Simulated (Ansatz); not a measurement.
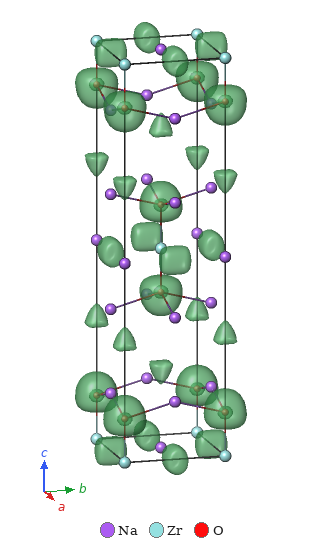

Figure. Na5ZrO2. Isosurface of the ELF at 0.65 (green), seen slightly off an axis. Core shells and regions of very low density are left out. Sticks mark near contacts.

Space group I4/mmm; a generated structure, not necessarily the stable one; computed without spin polarisation.

Computed with Ansatz 0.2.0, DFT PBE, scalar-relativistic, plane waves, PAW.

Core electrons are frozen (PAW), and the valence fields are smoothed inside the atomic spheres.

Input file:

```
crystal:
  lattice:
    - [-2.3323213251, 2.3323213251, 9.0948358389]
    - [2.3323213251, -2.3323213251, 9.0948358389]
    - [2.3323213251, 2.3323213251, -9.0948358389]
  atoms:
    - { symbol: Na, position: [0.6430117761, 0.1430117761, 0.5] }
    - { symbol: Na, position: [0.3569882239, 0.8569882239, 0.5] }
    - { symbol: Na, position: [0.1430117761, 0.6430117761, 0.5] }
    - { symbol: Na, position: [0.8569882239, 0.3569882239, 0.5] }
    - { symbol: Na, position: [0.5, 0.5, 0.0] }
    - { symbol: Zr, position: [0.0, 0.0, 0.0] }
    - { symbol: O, position: [0.1103741728, 0.1103741728, 0.0] }
    - { symbol: O, position: [0.8896258272, 0.8896258272, 0.0] }
basis:
  ecutwfc: 420
kpoints:
  mp_grid: { grid: [10, 10, 10] }
hamiltonian:
  xc: pbe
scf:
  occupations: { method: gaussian, width: 0.1 }
output:
  forces: true
  stress: true
  eigenvalues: true
  write_density: true
  write_potential: true
  elf: true
  volumetric_format: npy
relax:
  adjacent_minimum: "off"
  f_tol: 0.01
  max_steps: 80
  cell: { stress_tol: 0.05 }
```

Run with:

```sh
ansatz run input.yaml --threads 1 --pin off --max-ram 2560MiB --backend cpu --events-out ev --progress --plain --runs-dir out
```

Below, planes, directions and counts refer to the conventional cell (a = 4.65 Å, b = 4.65 Å, c = 18.25 Å, α = 90.00°, β = 90.00°, γ = 90.00°).

The fields are those of the run's last geometry, not of the input's.

Identify the bonds, lone pairs and shells in this picture.

At this value the surface marks out four regions wrapped around O (the valence shell of each) and eight pockets between the atoms, centred on no nucleus (multi-centre or interstitial), counted in one cell of 16 atoms. Regions shared between cells count once. Along the contacts the grid gives the following. Zr–O (2.00 Å): the ELF peaks at about 0.85 in the valence shell of O, 0.6 Å from its nucleus, and drops to about 0.25 between the two atoms: no shared electron pair shows on this line. Na–O (2.41 Å): the ELF is about 0.15 at the midpoint (no localised pair shows between them).
